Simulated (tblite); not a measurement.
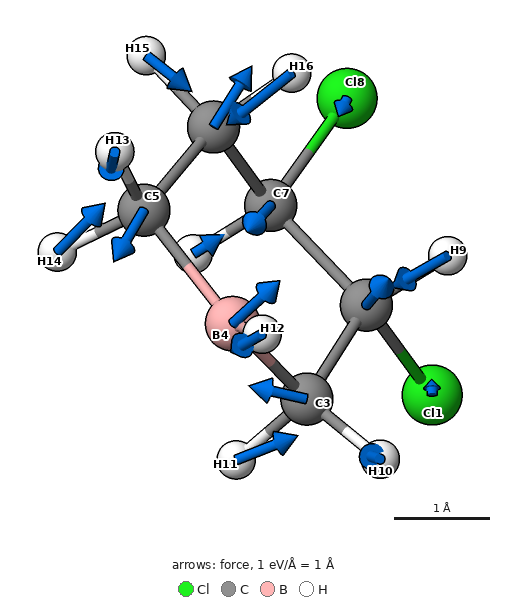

Starting geometry of C$_{5}$H$_{9}$BCl$_{2}$ with the computed forces as blue arrows. The picture is a ball-and-stick view, seen from a free direction.

All numbers below come from tblite 0.8.0, GFN2-xTB geometry optimisation, gas phase. 

Question: Is this structure relaxed? If not, where do the atoms go?

Answer: It isn't relaxed: the largest force vector, on an H atom, is 1.04 eV/Å. The final displacements have little in common with the starting forces (cosine between the two patterns 0.20). The atom that moves furthest after the best rigid fit is an H atom (0.91 Å). By element the largest moves are H 0.91 Å, Cl 0.25 Å, C 0.16 Å, B 0.14 Å. Among the contacts that change: C–H 1.128 → 1.092 Å, C–C 1.551 → 1.524 Å, B–H 1.195 → 1.170 Å, B–C 1.588 → 1.572 Å. Among the angles between lasting bonds that change: C–C–B 110.1° → 115.8°, H–C–H 109.7° → 104.8°, B–C–C 110.1° → 114.7°. Groups turn about B–C by about 35°, B–C by about 35°. Over 65 geometry steps the energy falls by 0.282 eV.
